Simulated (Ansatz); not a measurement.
**CH2BN: single point in a Gaussian basis in Python**

Aim: a single point in a Gaussian basis, for CH2BN, run from a script. SMILES: BC#N.

Program: the Python package of Ansatz 0.2.0. Level of theory: B3LYP/6-31G. These are calculated values, not measurements.

## Step 1: Starting point

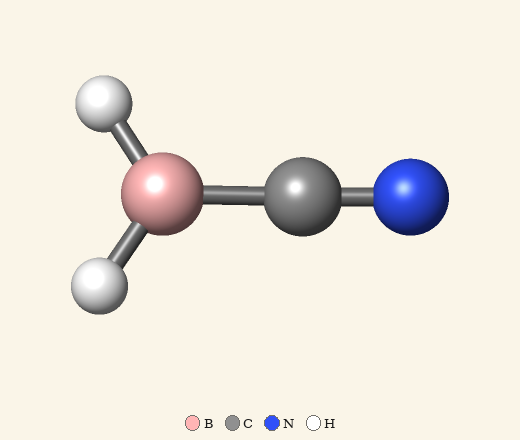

The starting structure, viewed from a chosen angle; boron pink, carbon grey, nitrogen blue, hydrogen white.

No structure file is read: the coordinates are typed or built in the script.

## Step 2: Script

The input, run_energy.py:

```python
"""Single point of CH2BN."""

import ansatz as az
from ase import Atoms

SETTINGS = {
    "basis": "6-31G",
    "functional": "B3LYP",
}

atoms = Atoms(["B", "C", "N", "H", "H"], positions=[
    (-0.188, 0.4031, -0.3264),
    (0.3549, -0.6971, 0.4935),
    (0.7747, -1.5545, 1.1088),
    (-0.7384, 0.2199, -1.3449),
    (-0.1534, 1.555, 0.0276),
])
mol = az.Crystal.molecule_from_ase(atoms)

setup = mol.calculation()
setup = setup.basis(gaussian=SETTINGS["basis"])
setup = setup.functional(SETTINGS["functional"])
trace = []
outcome = setup.session().plan().execute(on_event=trace.append)
rep = outcome.report
for event in trace:
    if event["event"] == "mean_field_evaluation" and event["data"]["evaluation"] <= 25:
        print("pass {evaluation:3d}  E = {energy_ev:.6f} eV  gradient {gradient_ev:.1e}".format(**event["data"]))

print(f"E = {rep['free_energy_ev']:.6f} eV = {rep['free_energy_ev'] / 27.211386246:.7f} Ha")
print("converged:", rep["converged"], " doubts:", rep["published_state_doubts"] or "none")
```

## Step 3: Running it

Started as:

```sh
$ python run_energy.py
```

Standard output:

```text
pass   1  E = -3231.080488 eV  gradient 3.3e+01
pass   2  E = -3224.809566 eV  gradient 6.0e+01
pass   3  E = -3233.191422 eV  gradient 1.4e+01
pass   4  E = -3233.631850 eV  gradient 1.7e+00
pass   5  E = -3233.640102 eV  gradient 4.7e-01
pass   6  E = -3233.640775 eV  gradient 8.0e-02
pass   7  E = -3233.636881 eV  gradient 8.5e-02
pass   8  E = -3233.636901 eV  gradient 2.3e-02
pass   9  E = -3233.636902 eV  gradient 1.3e-03
pass  10  E = -3233.636902 eV  gradient 1.6e-04
pass  11  E = -3233.636902 eV  gradient 1.8e-04
pass  12  E = -3233.636902 eV  gradient 1.8e-05
pass  13  E = -3233.636902 eV  gradient 1.8e-05
E = -3233.637076 eV = -118.8339707 Ha
converged: True  doubts: none
```

Run time: 0.7 s. Hardware: 1 thread of Intel Xeon 6975P-C (Granite Rapids), shared host; peak memory 0.15 GiB.

Lines on the test bed's own set-up are left out of the output.

A comment line of the script is reworded here; the code is as run.

## Step 4: Size and end state of the run

From the engine's report, whether the script printed it or not:

```
             item        value
SCF cycles in all           13
         orbitals           31
total energy (eV)  -3233.63708
```

## Step 5: The same input on the command line

Run from a file, the same calculation prints its log.

The input, input.yaml:

```yaml
crystal:
  periodic: [false, false, false]
  atoms:
    - { symbol: B, position_ang: [-0.188, 0.4031, -0.3264] }
    - { symbol: C, position_ang: [0.3549, -0.6971, 0.4935] }
    - { symbol: "N", position_ang: [0.7747, -1.5545, 1.1088] }
    - { symbol: H, position_ang: [-0.7384, 0.2199, -1.3449] }
    - { symbol: H, position_ang: [-0.1534, 1.555, 0.0276] }
basis:
  gaussian: { orbitals: "6-31G" }
hamiltonian:
  xc: b3lyp
```

Started as:

```sh
$ ansatz run input.yaml --threads 1 --pin off --max-ram 4096MiB --backend cpu --events-out ev --progress --plain --runs-dir out
```

Standard output:

```text
Warning: RAYON_NUM_THREADS=1 ignored (pool sized by the plan → 1); use --threads N
Engine: ansatz 0.2.0, x86_64-unknown-linux-gnu
Functional definition: B3LYP
  parameter a0 = 0.2
  parameter ax = 0.72
  parameter ac = 0.81
  exchange = (1 - a0 - ax)*slater_x + ax*b88_x + a0*exact_x
  correlation = (1 - ac)*vwn_rpa_c + ac*lyp_c
449 factors; integrals over basis functions are off by at most 2.5e-4 eV
mean field evaluation 1: about -3231.0805 eV, gradient 3.3e1 eV
mean field evaluation 2: about -3224.8096 eV, gradient 6.0e1 eV
mean field evaluation 4: about -3233.6318 eV, gradient 1.7e0 eV
mean field evaluation 8: about -3233.6369 eV, gradient 2.3e-2 eV
mean field -3233.63690215 eV, -118.8339643162 hartree, gradient 1.8e-5 eV, S^2 0.000000; 0 other end points of the search recorded, 0 dependent functions left out
reference -3233.63707553 eV, -118.8339706877 hartree; 10, 10 occupied and 21, 21 virtual orbitals, 449 factors
Total energy: -3233.63707553 eV, -118.8339706877 hartree
```

It took 0.32 s on 1 thread of Intel Xeon 6975P-C (Granite Rapids), shared host; peak memory 0.088 GiB.

Script and command line differ by 0.000 meV in the energy.

## Step 6: Summary of results

```
    quantity          value
total energy  -3233.6371 eV
```

In words: The run converged in 13 cycles with 31 orbitals. Notes:
- The geometry is a force-field or estimated start, not a minimum of this method, and the basis set is short of its limit.
- b3lyp holds the VWN-RPA fit, as in Gaussian; the form of ORCA and Turbomole is b3lyp5.
- Early passes use coarser integrals and grids, so their energies can't be compared with the last.
